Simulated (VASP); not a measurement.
Consider the following.

```
CaO
1.0
    0.00000     2.59398     2.59398
    2.59398     0.00000     2.59398
    2.59398     2.59398     0.00000
Ca O
1 1
Direct
  0.00000   0.00000   0.00000
  0.25000   0.25000   0.25000
```

All values below come from PBEsol GGA, VASP's PBE PAW potentials (set 64) (plane waves; VASP). Run with 520 eV cut-off, 10×10×10 Γ-centred mesh, tetrahedra with Blöchl corrections, potentials Ca_sv O.

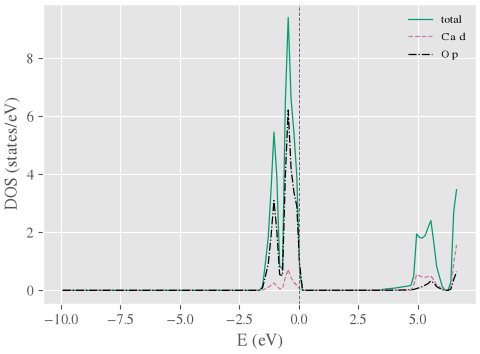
Fig. 1. Total and projected density of states, zero at the valence-band maximum

Within 2 eV below the valence-band maximum the largest weight inside VASP's projection spheres is O p.

It has a band gap.

The structure was generated: CaO was put into the zinc blende type (F-43m), which need not be its known phase. It was relaxed first, which changed the volume by -20 %.
